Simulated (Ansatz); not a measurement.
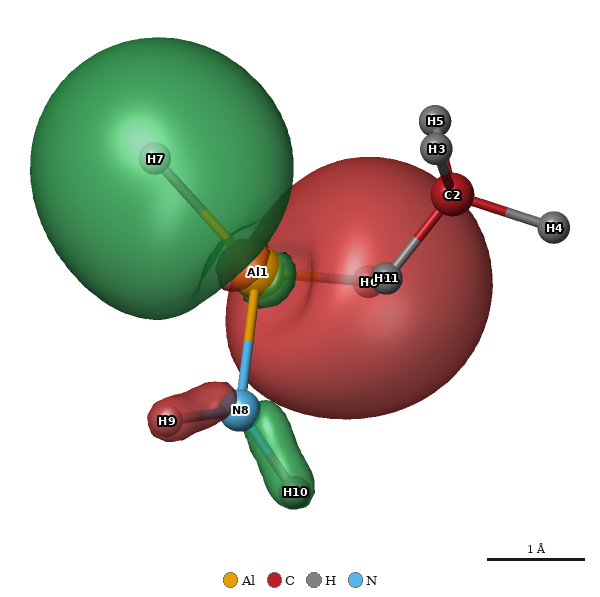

Figure 1: AlH4N···CH4. The HOMO−1 at ±0.08 Å⁻³ᐟ² (green and red are the two phases), seen at an oblique angle.

Not at a stationary point (largest force 1.6 eV/Å).

Computed with Ansatz, RKS B3LYP-D4/def2-SVP.

| atom | x (Å) | y (Å) | z (Å) |
| --- | --- | --- | --- |
| Al | 0.0112 | -0.5272 | -0.3785 |
| C | -0.1118 | -0.0857 | 2.7591 |
| H | -0.9632 | -0.0116 | 3.4512 |
| H | 0.8294 | -0.1336 | 3.3301 |
| H | -0.0934 | 0.8227 | 2.1301 |
| H | 1.5006 | -0.0034 | -0.4845 |
| H | -1.2772 | 0.2674 | -0.8357 |
| N | -0.2390 | -2.2653 | 0.2510 |
| H | -1.1310 | -2.7542 | 0.2673 |
| H | 0.5175 | -2.9002 | 0.4964 |
| H | -0.2127 | -0.9971 | 2.1354 |

### What is the character of this orbital?

Its weight (Hirshfeld) is mainly on Al1 (about 35 %), H6 (about 30 %) and H7 (about 30 %). Its energy is −8.16 eV.
